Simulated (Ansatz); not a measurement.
Reaction (SMILES): O (H2O) → [OH-] + H+
B3LYP-D3(BJ)/def2-TZVP geometries, fixed; electronic energies without zero-point terms.

Basis-set convergence of the deprotonation energy at B3LYP with Ansatz (a quantum-chemistry and plane-wave program). All functions are spherical. The program fits the integrals of some runs and decomposes those of others, by size. No added dispersion term, no relativity. Functions are those of the species that has most. Reference: the value in aug-cc-pV5Z, 395.39 kcal/mol, itself unsure by roughly 0.15 kcal/mol (its mean distance from aug-pcseg-3, aug-cc-pVQZ, def2-QZVPPD). Deviations are taken from unrounded values.

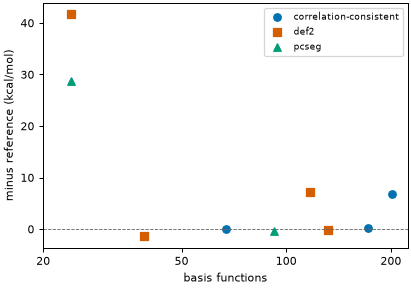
Deviation from the reference against the number of basis functions, by family of sets.

```tsv
basis	functions	deprotonation energy (kcal/mol)	minus reference (kcal/mol)
def2-SVP	24	437.04	41.65
pcseg-1	24	424.17	28.78
def2-SVPD	39	393.95	-1.43
jun-cc-pV(T+d)Z	67	395.34	-0.05
aug-pcseg-2	92	395.02	-0.37
def2-QZVPP	117	402.67	7.28
def2-QZVPPD	132	395.30	-0.09
aug-cc-pVQZ	172	395.51	0.12
cc-pV5Z	201	402.27	6.89
```
